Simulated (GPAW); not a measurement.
Consider PbF2 (Fluorocronite, Fm-3m).

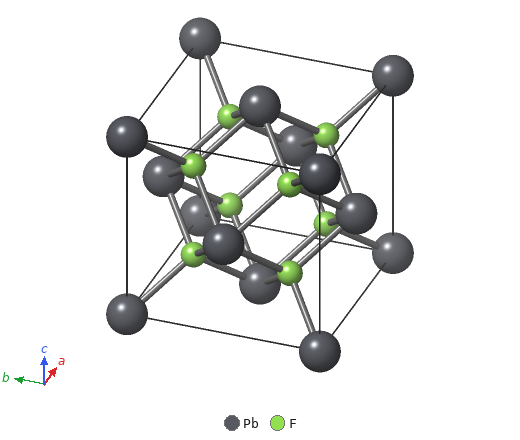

The structure (lead dark grey, fluorine green). Some periodic images of atoms are drawn too.

```xyz
3
Lattice="0.0000 2.9637 2.9637 2.9637 0.0000 2.9637 2.9637 2.9637 0.0000" Properties=species:S:1:pos:R:3 pbc="T T T"
Pb    0.0000    0.0000    0.0000
F     4.4455    4.4455    4.4455
F     1.4818    1.4818    1.4818
```

Absorber: atom 2, with 4 Pb at 2.57 Å (tetrahedral, site symmetry -43m). Method: GPAW, PBE, full core hole (charged cell), 18-atom cell with 7.3 Å between holes, 3×3×2 k points, dipole transitions, Gaussian full width 0.9 eV up to 4 eV, rising linearly to 3.5 eV at 25 eV, without spin-orbit coupling.

The database entry behind the starting cell differs from later determinations by our own check (0.1 to 0.3 % short, probably kX units), so it need not match the best structure at ambient conditions.

What does the F K edge look like?

Main maxima up to 24 eV above the zero (height): 0.9 eV (2.16), 2.4 eV (2.55), 12.1 eV (1.98) and 22.0 eV (1.47). A K edge sees empty p states on the absorber. The total-energy difference plus the lowest empty eigenvalue puts the zero at 694.04 eV. One term is added: -9.97 eV, since the hole is spin-paired here and a spin-polarised one costs that much less in the free atom (computed apart). The photon energy is then 684.07 eV. The functional and the charged cell's background leave an error of a few eV in such absolute values.

The F K spectrum (energy from the lowest empty level; intensity scaled to a mean of 1 over the first 20 eV):

```tsv
E (eV)	intensity
-2.0	0.00
-0.5	0.02
1.0	2.13
2.5	2.51
4.0	0.19
5.5	0.21
7.0	0.33
8.5	0.44
10.0	1.68
11.5	1.85
13.0	1.55
14.5	0.65
16.0	0.54
17.5	0.71
19.0	1.08
20.5	1.32
22.0	1.47
23.5	1.27
25.0	1.08
26.5	1.17
28.0	1.34
29.5	1.21
31.0	0.78
```

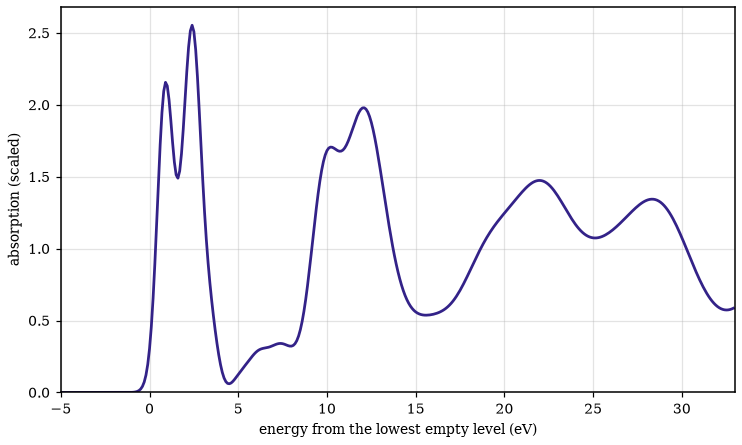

The F K edge.

The mesh is coarse (0.46 Å⁻¹ between points), so small maxima may be mesh ripples. Lifetime broadening is put in by hand, and intensities beyond about 20 eV depend on it and on the partial waves. The structure is a published determination, not relaxed.

[Banner, clock and machine lines of the logs are left out without a mark of their own.]

[Logs are printed without paths, hosts, clocks, repeated set-up lines and the standing remarks that a program may print on its own settings, such as how far it seeks lower states.]

[Hosts, paths, dates, database ids (printed as entryN), source tags and the programs' standing remarks are cut or masked in the printed files.]

[Lists of maxima count a maximum above −3 eV only where it reaches 4 % of the highest in the window and stands out from its surroundings by 2 % of it (1.5 % where it reaches 55 %); shoulders and weaker maxima are passed over, and of the rest the first, up to two pre-edge ones and the few strongest are named.]
